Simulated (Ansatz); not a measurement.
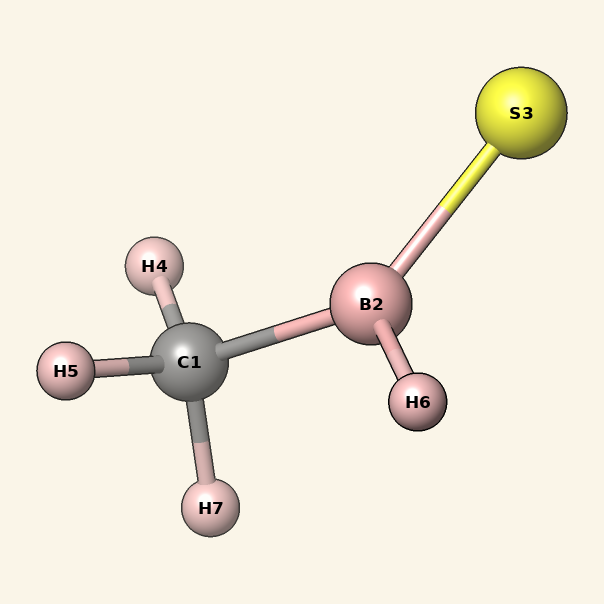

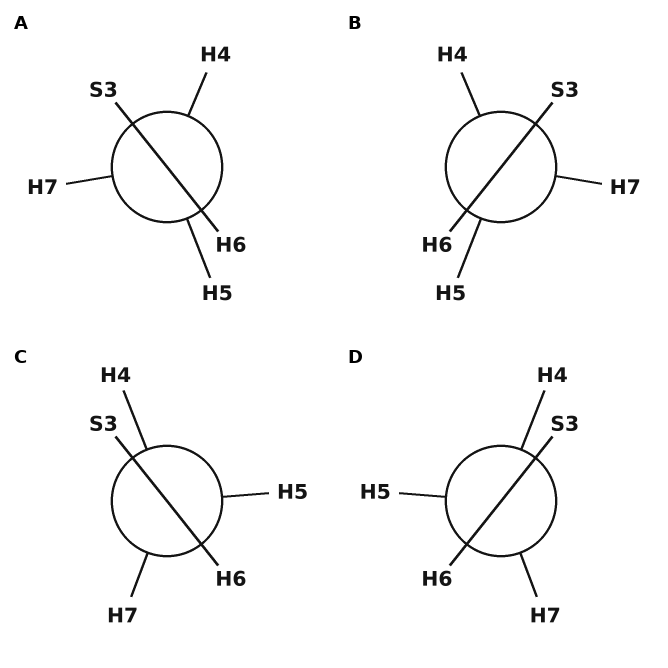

Atoms fade into the background with distance from the viewer. Bonds that would overlap in a projection are set slightly apart. Charge 0, doublet. The computed structure is the end point of a PBE-D4/def2-SVP optimisation. No frequency run is at hand to confirm it as a minimum.

Which Newman projection shows the view along B2–C1, with B2 in front?

Answer. D. The torsion angle S3–B2–C1–H4 is −1°, synperiplanar (eclipsed).
